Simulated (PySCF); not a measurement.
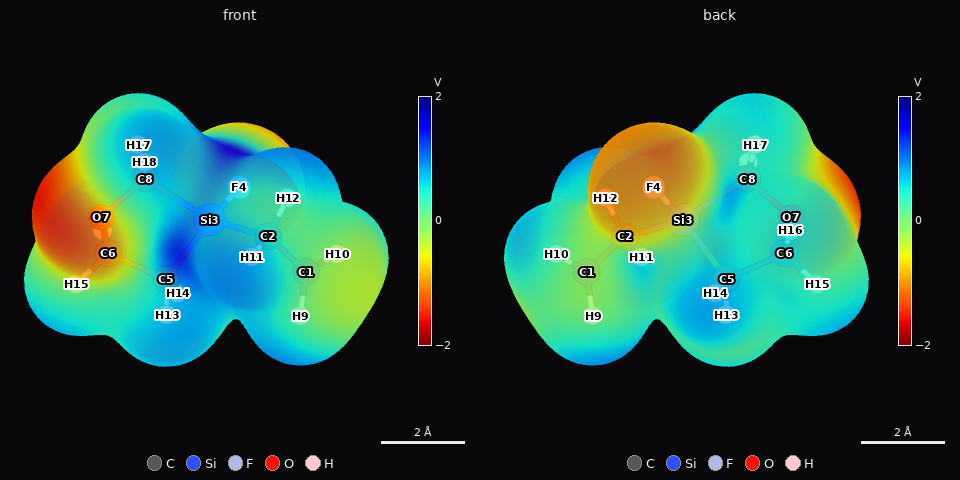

*C5H10FOSi (doublet). The molecular electrostatic potential painted on the density surface at 0.002 e/bohr³, seen from the front and from behind; the colour scale runs from red (negative) to blue (positive).*

Geometry: GFN2-xTB.

The calculation used UKS B3LYP, pcH-1 on C F H O Si, non-relativistic, mean-field spin-orbit, GIAO in PySCF 2.14.0, density-fitted response routines.

```xyz
18

C     2.8144    0.1590   -0.0176
C     1.8292   -0.1425    1.0175
Si    0.1505    0.4699    0.3097
F     0.3307    2.0726    0.0754
C    -0.5020   -0.3534   -1.2724
C    -2.0054   -0.4507   -0.9732
O    -2.2239   -0.7220    0.3932
C    -1.5163    0.1935    1.2159
H     3.0075   -0.5393   -0.8070
H     3.2421    1.1385   -0.0838
H     1.7822   -1.2064    1.2397
H     2.0306    0.4059    1.9358
H    -0.0911   -1.3497   -1.4241
H    -0.3312    0.2186   -2.1806
H    -2.4894   -1.2616   -1.5194
H    -2.4907    0.4991   -1.2439
H    -2.0779    1.1341    1.2987
H    -1.4683   -0.2593    2.2045
```

> Where is the surface potential most negative and most positive?

The most negative region (about −1.6 V, or −37 kcal/mol for a unit charge) lies over O7, the most positive (about +1.4 V, or +32 kcal/mol for a unit charge) over Si3. O7 is the likeliest acceptor of a hydrogen bond.
